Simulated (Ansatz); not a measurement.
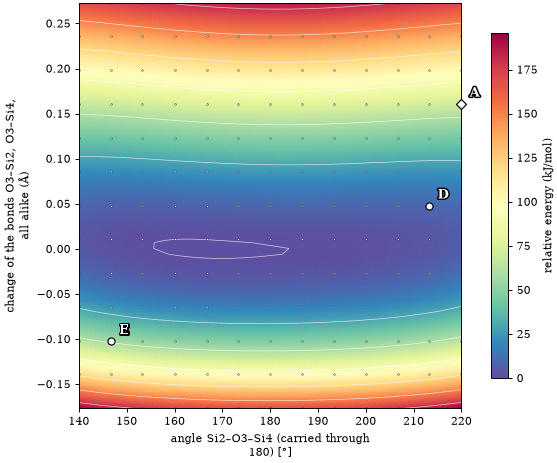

FH5OSi2, SMILES F[SiH2]O[SiH3]. Coordinates scanned: (1) angle Si2–O3–Si4 (carried through 180); (2) change of the bonds O3–Si2, O3–Si4, all alike. Nothing is relaxed (all other coordinates rigid). The scan uses a 13 × 13 grid. Points are written as (first, second). Energies are in kJ/mol, from the lowest grid point. Theory: RHF/def2-TZVP (Ansatz 0.2.0).

Drawn: a smooth colour map with a few white contour lines, dots at the grid points, lettered points. Between grid points the surface is interpolated.

Is A the lowest point of the computed grid?

Answer. No. A lies 71 kJ/mol above the lowest grid point, which is at (160.0°, 0.011 Å).

What kind of point is each of D, E: minimum, saddle, maximum or slope?

Answer. D: on a slope; E: on a slope. (In these two coordinates alone; a stationary point may lie a little off the grid point.)

Rank the lettered points by energy, lowest first.

Answer. D (9 kJ/mol), E (58 kJ/mol), A (71 kJ/mol).
